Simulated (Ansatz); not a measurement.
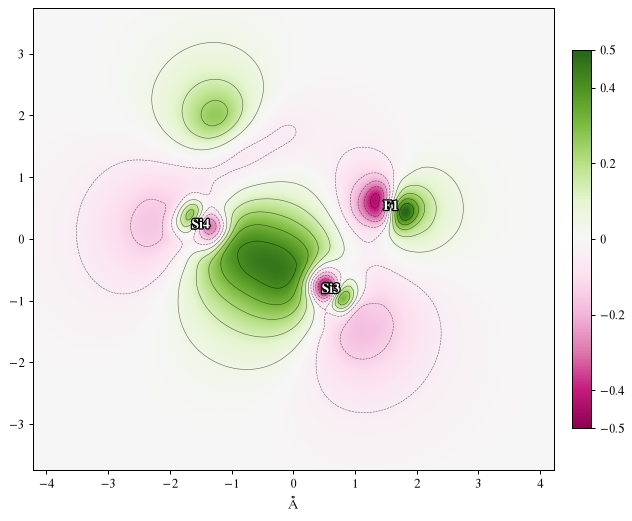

The picture shows: FH5OSi2 (SMILES O[SiH2][SiH2]F). The HOMO on the plane of atoms F1, Si3 and Si4 (values in Å⁻³ᐟ²; the overall sign is arbitrary).

Geometry: r2SCAN-D4/def2-SVP.

These are results of Ansatz, isolated molecule in a Gaussian basis; Kohn-Sham density functional theory, functional PBE0, not measurements.

Input file:

```
crystal:
  periodic: [false, false, false]
  atoms:
    - symbol: F
      position_ang: [-0.225244, 1.836109, 1.107748]
    - symbol: O
      position_ang: [0.663691, -0.987513, 0.546291]
    - symbol: Si
      position_ang: [-0.174017, 1.850190, -0.541600]
    - symbol: Si
      position_ang: [0.078621, -0.457262, -0.929430]
    - symbol: H
      position_ang: [0.993474, 2.686769, -0.948804]
    - symbol: H
      position_ang: [0.443174, -0.396356, 1.280133]
    - symbol: H
      position_ang: [-1.224438, -1.095530, -1.298379]
    - symbol: H
      position_ang: [-1.424955, 2.494144, -1.038719]
    - symbol: H
      position_ang: [1.067974, -0.788031, -1.993750]
basis:
  gaussian: {orbitals: def2-TZVPD}
output: {forces: true, orbitals: {seedname: orbitals}}
hamiltonian: {xc: pbe0}
```

Run with:

```sh
ansatz run input.yaml --threads 1 --pin off --max-ram 2610MiB --events-out events.jsonl --progress --plain --runs-dir runs
```

Where does this orbital lie, and at what energy?

Answer. It lies mainly on Si3 (about 30 %), Si4 (about 30 %), O2 (about 15 %) and H7 (about 10 %). Its energy is −8.16 eV.
